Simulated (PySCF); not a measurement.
# ZrHOH: relaxation and vibrations of the triplet

Where does triplet ZrHOH go from a linear start, is the end point a minimum, and what are its modes, charges and moments?

Method: PBE0, basis Zr def2-TZVP with ECP28, H def2-TZVP, O def2-TZVP, scalar-relativistic core potentials, no spin–orbit coupling, density fitting; program: PySCF 2.14.0.

## (1) Where the work starts

4 atoms, charge 0, spin multiplicity 3.

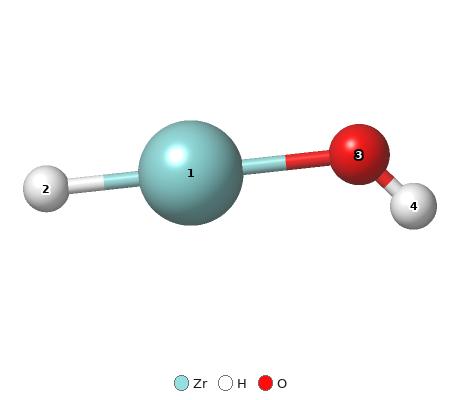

Start geometry, drawn with zirconium light teal, hydrogen white, oxygen red; atoms are numbered from 1 in the order of the file.

Coordinates in bohr (charge 0 multiplicity 3):
```
Zr    0.0000    0.0000    0.0000
H     0.0000    0.0000    3.5149
O     0.0000    0.0000   -4.1007
H     1.3897    0.0000   -5.2669
```

## (2) The SCF at the typed geometry

The steps below are one call of a driver around PySCF. For each, scf.py gives the equivalent set-up of the SCF; relaxations use the driver's own optimiser. After this first run the driver tries any further starts and a stability analysis.

Contents of scf.py:

```python
from pyscf import gto, scf, dft
mol = gto.M(atom='''
Zr     0.000000     0.000000     0.000000
H      0.000000     0.000000     1.860000
O      0.000000     0.000000    -2.170000
H      0.735400     0.000000    -2.787100''',
    basis={'Zr': 'def2-TZVP', 'H': 'def2-TZVP', 'O': 'def2-TZVP'},
    ecp={'Zr': 'def2-TZVP'},
    charge=0, spin=2)
mf = dft.UKS(mol, xc='PBE0')
mf.grids.atom_grid = (50, 194)
aux = {'Zr': 'def2-universal-JKFIT', 'H': 'def2-universal-JKFIT', 'O': 'def2-universal-JKFIT'}
mf = mf.density_fit(auxbasis=aux)
mf.conv_tol = 1e-08
mf.diis_space = 10
mf.max_cycle = 60
mf.init_guess = 'minao'
mf.verbose = 4
mf.kernel()
```

On the command line:

```console
> OMP_NUM_THREADS=2 python axn.py task.json out
```

The log of the run:

```text
init E= -117.744580544513
[... the frontier-level lines of each cycle are left out ...]
cycle= 1 E= -123.005390907821  delta_E= -5.26  |g|= 0.765  |ddm|= 3.06
cycle= 2 E= -122.700157997212  delta_E= 0.305  |g|= 1.07  |ddm|= 2.27
cycle= 3 E= -123.306131737309  delta_E= -0.606  |g|= 0.16  |ddm|= 1.88
cycle= 4 E= -123.309673479402  delta_E= -0.00354  |g|= 0.124  |ddm|= 0.149
cycle= 5 E= -123.317386245623  delta_E= -0.00771  |g|= 0.016  |ddm|= 0.109
cycle= 6 E= -123.317998594703  delta_E= -0.000612  |g|= 0.00883  |ddm|= 0.0612
cycle= 7 E= -123.318682239954  delta_E= -0.000684  |g|= 0.00941  |ddm|= 0.0631
cycle= 8 E= -123.317473474316  delta_E= 0.00121  |g|= 0.00532  |ddm|= 0.134
cycle= 9 E= -123.317162516514  delta_E= 0.000311  |g|= 0.00321  |ddm|= 0.0993
cycle= 10 E= -123.317180544642  delta_E= -1.8e-05  |g|= 0.000989  |ddm|= 0.0213
cycle= 11 E= -123.317190962482  delta_E= -1.04e-05  |g|= 0.001  |ddm|= 0.00899
cycle= 12 E= -123.317194077358  delta_E= -3.11e-06  |g|= 0.00059  |ddm|= 0.00434
cycle= 13 E= -123.317197375074  delta_E= -3.3e-06  |g|= 0.000357  |ddm|= 0.00523
cycle= 14 E= -123.317198384833  delta_E= -1.01e-06  |g|= 0.000265  |ddm|= 0.00226
cycle= 15 E= -123.317200176961  delta_E= -1.79e-06  |g|= 0.00026  |ddm|= 0.00345
cycle= 16 E= -123.317201924364  delta_E= -1.75e-06  |g|= 0.000237  |ddm|= 0.00349
cycle= 17 E= -123.317203785859  delta_E= -1.86e-06  |g|= 0.00023  |ddm|= 0.00393
cycle= 18 E= -123.317211709133  delta_E= -7.92e-06  |g|= 0.000161  |ddm|= 0.0212
cycle= 19 E= -123.317214858506  delta_E= -3.15e-06  |g|= 0.000101  |ddm|= 0.0165
cycle= 20 E= -123.317215011234  delta_E= -1.53e-07  |g|= 7.14e-05  |ddm|= 0.00172
cycle= 21 E= -123.317215227287  delta_E= -2.16e-07  |g|= 3.47e-05  |ddm|= 0.00628
cycle= 22 E= -123.317215217595  delta_E= 9.69e-09  |g|= 2.54e-05  |ddm|= 0.00158
Extra cycle  E= -123.3172152239  delta_E= -6.31e-09  |g|= 3.4e-05  |ddm|= 0.000222
converged SCF energy = -123.3172152239  <S^2> = 2.0048379  2S+1 = 3.0032235
```

This step, with its further starts and checks, needed 10 s of wall time on 2 threads of Arm Neoverse V1, shared host.

The starts that the driver tried:

```csv
start,energy (Eh)
the minimal-basis guess,-123.317215
a thermally smeared density,-123.343708
a smeared PBE density,-123.343766
```

This is not the lowest solution: one lies 69.7 kJ/mol lower, at -123.34377 Eh, and the relaxation starts from that.

## (3) Relaxing the triplet from the linear start

The program finds Cs symmetry in the start, which this walk keeps. Threshold on the gradient: 0.0003 Eh/bohr, with a further test on the energy change.

scf.py, as its differences from that of step 2:

```diff
@@ -3,4 +3,4 @@
-Zr     0.000000     0.000000     0.000000
-H      0.000000     0.000000     1.860000
-O      0.000000     0.000000    -2.170000
-H      0.735400     0.000000    -2.787100''',
+Zr    -0.006868     0.000000     0.330290
+H     -0.006868     0.000000     2.190290
+O     -0.006868     0.000000    -1.839710
+H      0.728532     0.000000    -2.456810''',
@@ -17 +16,0 @@
-mf.init_guess = 'minao'
```

Steps of the walk:

```
step  energy (Eh)  change (kJ/mol)  largest symmetric gradient (Eh/bohr)
   0  -123.343766             0.00                               0.06412
   1  -123.354120           -27.18                               0.04169
   2  -123.360713           -44.50                               0.05299
   3  -123.366184           -58.86                               0.01395
   4  -123.369317           -67.08                               0.01370
   5  -123.370758           -70.87                               0.01482
   6  -123.373107           -77.03                               0.01118
   7  -123.375024           -82.07                               0.00423
   8  -123.375556           -83.46                               0.00632
   9  -123.375733           -83.93                               0.00208
  10  -123.375861           -84.27                               0.00261
  11  -123.376114           -84.93                               0.00799
  12  -123.376179           -85.10                               0.01800
  13  -123.376504           -85.95                               0.00485
  14  -123.376591           -86.18                               0.00227
  15  -123.376642           -86.32                               0.00231
  16  -123.376665           -86.38                               0.00110
  17  -123.376674           -86.40                               0.00029
  18  -123.376675           -86.40                               0.00005
```

The walk took 34 s.

Geometry (Å) and forces (eV/Å) at some steps:

```
step 0
Zr  -0.007   0.000   0.330  -0.428   0.000  -3.297
H   -0.007   0.000   2.190   0.172   0.000   0.751
O   -0.007   0.000  -1.840   0.503   0.000   2.663
H    0.729   0.000  -2.457  -0.246   0.000  -0.117
step 1
Zr  -0.032   0.000   0.280  -0.566   0.000  -2.144
H    0.008   0.000   2.171   0.238   0.000   0.541
O    0.015   0.000  -1.784   0.786   0.000   1.635
H    0.718   0.000  -2.443  -0.458   0.000  -0.033
step 9
Zr  -0.619   0.000   0.198  -0.045   0.000  -0.009
H    0.332   0.000   1.816   0.062   0.000   0.048
O    0.229   0.000  -1.501  -0.108   0.000  -0.099
H    0.766   0.000  -2.289   0.091   0.000   0.060
step 18
Zr  -0.643   0.000   0.186   0.000   0.000  -0.003
H    0.394   0.000   1.756   0.001   0.000   0.002
O    0.094   0.000  -1.576   0.002   0.000  -0.001
H    0.863   0.000  -2.143  -0.002   0.000   0.002
```

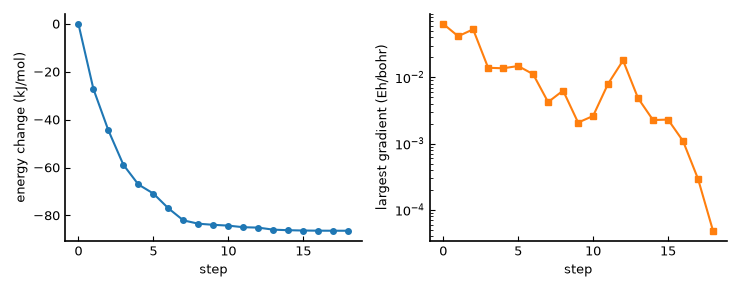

Energy and largest gradient along the walk.

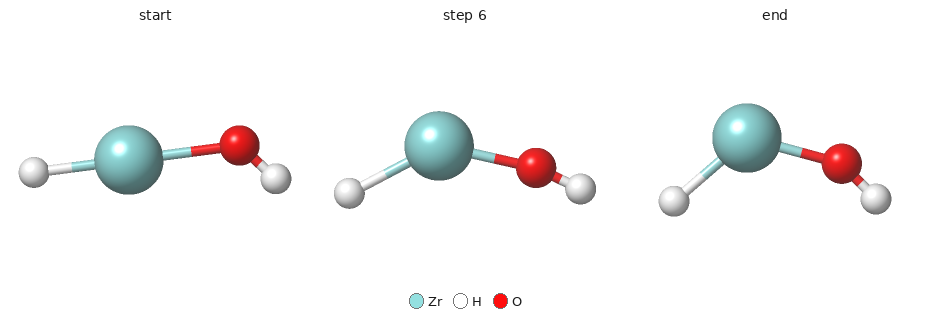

The geometry along the walk, at one scale.

It settles in Cs symmetry, 86.4 kJ/mol below the start, after 18 steps: O–H 0.956 Å, Zr–H 1.881 Å, Zr–O 1.910 Å; H–O–Zr 149.1°, H–Zr–O 123.8°.

## (4) Frequencies

On the finer grid the gradient is checked again; gradients at displacements of ±0.02 bohr then give force constants and infrared intensities.

scf.py, as its differences from that of step 3:

```diff
@@ -3,4 +3,4 @@
-Zr    -0.006868     0.000000     0.330290
-H     -0.006868     0.000000     2.190290
-O     -0.006868     0.000000    -1.839710
-H      0.728532     0.000000    -2.456810''',
+Zr    -0.133146     0.000000     0.268218
+H      0.904196     0.000000     1.838029
+O      0.604206     0.000000    -1.493885
+H      1.373752     0.000000    -2.060642''',
@@ -11 +11 @@
-mf.grids.atom_grid = (50, 194)
+mf.grids.atom_grid = (75, 302)
@@ -14 +14 @@
-mf.conv_tol = 1e-08
+mf.conv_tol = 1e-10
```

The driver hands on the density of the step before, so the log starts near convergence.

SCF at the final geometry:

```text
init E= -123.37665995348
[... the frontier-level lines of each cycle are left out ...]
cycle= 1 E= -123.376659953487  delta_E= -6.85e-12  |g|= 2.33e-06  |ddm|= 6.88e-06
Extra cycle  E= -123.376659953488  delta_E= -1.25e-12  |g|= 3.72e-06  |ddm|= 5.88e-06
converged SCF energy = -123.376659953488  <S^2> = 2.0046669  2S+1 = 3.0031097
```

The whole step took 56 s.

Geometry: Cs; O–H 0.956 Å, Zr–H 1.882 Å, Zr–O 1.910 Å; H–O–Zr 149.1°, H–Zr–O 123.8°.

Modes, for the most abundant isotopes:

```csv
symmetry,ω (cm⁻¹),IR (km/mol),μ (u)
a',331,92.3,1.05
a',367,130,1.22
a'',372,131,1.15
a',707,141,7.59
a',1595,375,1.02
a',3956,217,1.07
```

All wavenumbers are real: a minimum.

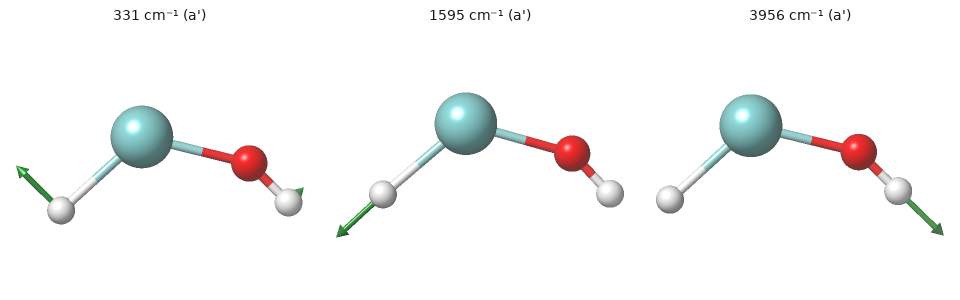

How the atoms move in 3 of the modes.

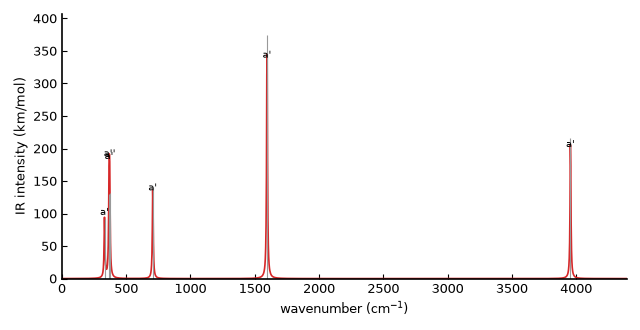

The harmonic infrared spectrum (widths in cm⁻¹). Lines are broadened to a width of 8 cm⁻¹ (Lorentzian).

Constants and moments:

```
Dipole moment                                                   : 1.24 D
Highest occupied level                                          : -4.79 eV
Lowest empty level                                              : -1.77 eV
Rotational constants                                            : 6.362, 0.2939, 0.2809 cm⁻¹
Zero-point energy                                               : 43.8 kJ/mol
Principal polarisabilities                                      : 62.3, 92.5, 100.0 bohr³
Atomisation energy without zero-point energy                    : 1244 kJ/mol
Principal traceless quadrupole moments about the centre of mass : -9.52, -0.63, 10.14 D Å
Entropy at 298.15 K and 1 bar (electronic part: spin only)      : 278.4 J/(mol K)
Heat capacity Cp at 298.15 K                                    : 56.5 J/(mol K)
Enthalpy at 298.15 K above 0 K                                  : 13.00 kJ/mol
Rotational symmetry number                                      : 1
Spin squared ⟨S²⟩                                               : 2.005
```

Populations by atom (charges in e):

```tsv
atom	Mulliken	Löwdin	polar tensor	spin (Mulliken)	Mayer order to Zr1
Zr1	0.60	0.32	0.92	2.08	–
H2	-0.21	-0.17	-0.38	-0.04	0.95
O3	-0.72	-0.31	-0.88	-0.04	1.05
H4	0.33	0.16	0.34	0.00	0.03
```

Mulliken populations on Zr1 (outside its core potential): s 2.82, p 6.27, d 2.27, f 0.04.

## (5) Summary of results

| quantity | value |
| --- | --- |
| minimum | triplet, Cs |
| geometry | O–H 0.956 Å, Zr–H 1.882 Å, Zr–O 1.910 Å; H–O–Zr 149.1°, H–Zr–O 123.8° |
| wavenumbers (cm⁻¹) | 331 (a'), 367 (a'), 372 (a''), 707 (a'), 1595 (a'), 3956 (a') |
| dipole moment | 1.24 D |
| highest occupied, lowest empty level (either spin) | -4.79, -1.77 eV |
| polar-tensor charge of Zr1 | +0.92 e |
| zero-point energy | 43.8 kJ/mol |
| entropy at 298.15 K | 278.4 J/(mol K) |
| atomisation energy (no zero-point energy) | 1244 kJ/mol |
| ⟨S²⟩ | 2.005 |

The molecule stays Cs, as typed, and the end point is a minimum. The strongest infrared band lies at 1595 cm⁻¹ (a'). Most of the spin sits on Zr1 (Mulliken spin 2.08, against 2 for the whole molecule). The first SCF alone would have been 70 kJ/mol too high. Other starts or spin states, not run here, may lie lower. Open d and f shells are described by one determinant, and the ground state may have another occupation or spin.

The search up to here took 1.7 min.
